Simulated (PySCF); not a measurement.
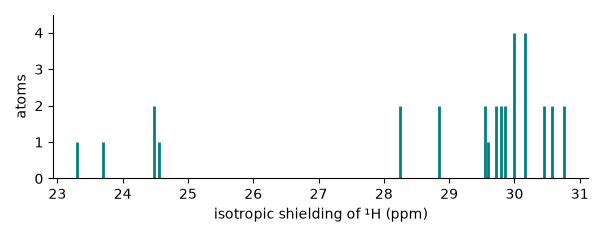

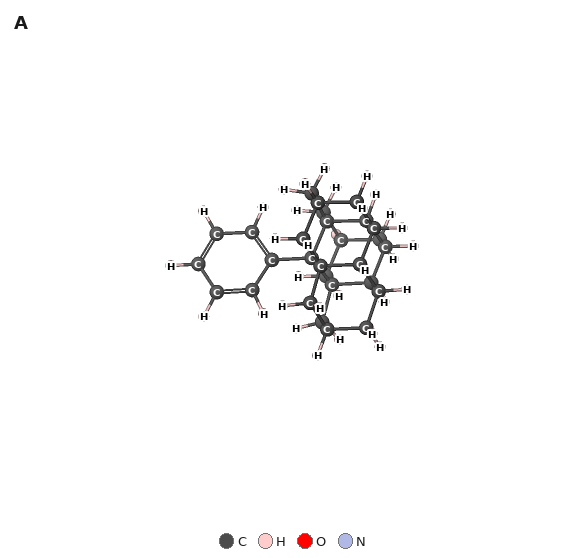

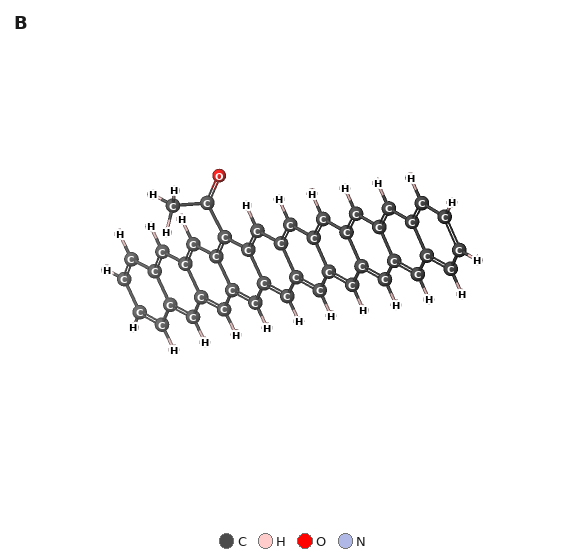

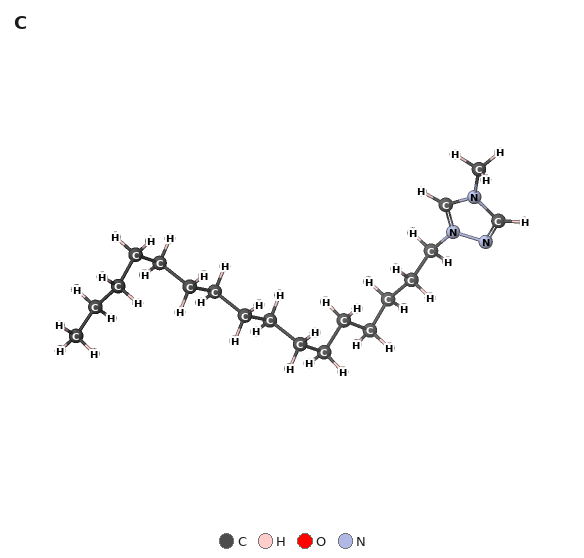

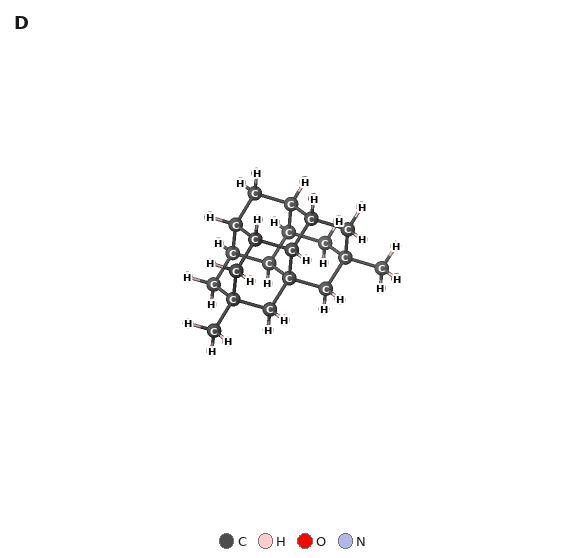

The sticks are computed shieldings of one of the molecules, for one fixed geometry (GFN2-xTB) without averaging over rotations. Low shielding means a high chemical shift. Method: GIAO KT3/pcSseg-1 NMR shielding, non-relativistic, gas phase (PySCF 2.14.0).

Match the spectrum to a structure.

Answer. A, `c1ccc([C@]23[C@@]45C[C@@H]6C[C@@H]7[C@H]4[C@@H]4C[C@@H](C[C@]28C[C@H]2C[C@H]([C@@H]7[C@@]3(C2)C6)[C@H]48)C5)cc1`. Its 32 H atoms give lines at 23.31, 23.70, 24.48 (2 atoms), 24.56, 28.24 (2 atoms), 28.85 (2 atoms), 29.56 (2 atoms), 29.60, 29.72 (2 atoms), 29.79 (2 atoms), 29.86 (2 atoms), 29.99 (4 atoms), 30.17 (4 atoms), 30.46 (2 atoms), 30.57 (2 atoms), 30.76 (2 atoms) ppm.
